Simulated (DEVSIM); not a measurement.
Device: abrupt Si p-n junction, at 250 K.

```csv
layer (left to right),material,thickness (μm),Nd (cm⁻³),Na (cm⁻³),τn (s),τp (s)
1,Si,0.250,-,6.4e17,0.00051,0.00051
2,Si,6.40,1.5e17,-,0.00051,0.00051
```

Left contact: ohmic. Right contact: ohmic. Voltage is applied to the left contact. Recombination: SRH at mid-gap, radiative. Mobility is μmin + (μ − μmin)/(1 + (N/Nref)^α).

The device is made up for the run: typed textbook-type constants, with dimensions and the other settings drawn at random. Values at 300 K; Nc and Nv go as T^1.5, mobilities as T to minus their exponent, the gap by Varshni's rule with the affinity fixed.

| parameter | Si |
|---|---|
| gap (eV) | 1.124 |
| affinity (eV) | 4.05 |
| permittivity | 11.7 |
| Nc (cm⁻³) | 2.86e19 |
| Nv (cm⁻³) | 3.1e19 |
| μn (cm²/Vs) | 1417 |
| μp (cm²/Vs) | 470 |
| μn,min | 52 |
| μp,min | 45 |
| Nref,n | 9.7e16 |
| Nref,p | 2.2e17 |
| αn | 0.68 |
| αp | 0.72 |
| T exponent of μn | 2.3 |
| T exponent of μp | 2.2 |
| B (cm³/s) | 4.7e-15 |
| Varshni α (eV/K) | 0.000473 |
| Varshni β (K) | 636 |

Simulated with DEVSIM: 1D drift-diffusion, Boltzmann statistics, complete ionisation; no tunnelling, impact ionisation, image-force lowering or self-heating.

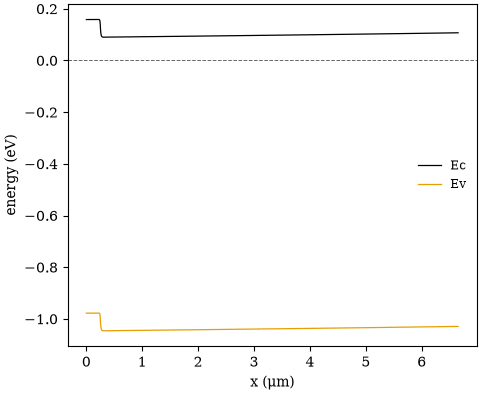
Fig. 1. Band edges at 0.9 V on the left contact

Energies count from the Fermi level of the right contact; mesh points crowd at the junctions.

```
x (μm)   Ec (eV)  Ev (eV)  n (cm⁻³)  p (cm⁻³)  field (V/cm)
-------  -------  -------  --------  --------  ------------
0.000      0.158   -0.978     < 1e2    6.4e17            13
0.01906    0.158   -0.978    5.7e14    6.4e17            13
0.05023    0.158   -0.978    1.5e15    6.4e17            13
0.1012     0.159   -0.978    3.0e15    6.4e17            13
0.1821     0.159   -0.977    5.4e15    6.5e17            13
0.2201     0.159   -0.977    6.6e15    6.5e17           -94
0.2434     0.152   -0.984    1.0e16    4.7e17        -14000
0.2668     0.097   -1.039    1.3e17    3.7e16         -7800
0.3010     0.090   -1.046    1.8e17    2.7e16          -110
0.3639     0.090   -1.046    1.8e17    2.7e16            23
0.4793     0.091   -1.045    1.8e17    2.6e16            23
0.7732     0.091   -1.045    1.8e17    2.5e16            24
1.231      0.093   -1.044    1.7e17    2.4e16            24
2.071      0.095   -1.042    1.7e17    2.1e16            25
4.146      0.100   -1.036    1.6e17    1.3e16            27
5.297      0.103   -1.033    1.6e17    7.4e15            29
5.924      0.105   -1.031    1.5e17    4.1e15            30
6.266      0.106   -1.030    1.5e17    2.2e15            31
6.492      0.107   -1.029    1.5e17    9.3e14            31
6.575      0.107   -1.029    1.5e17    4.4e14            32
6.620      0.107   -1.029    1.5e17    1.8e14            32
6.650      0.107   -1.029    1.5e17     < 1e2            32
```
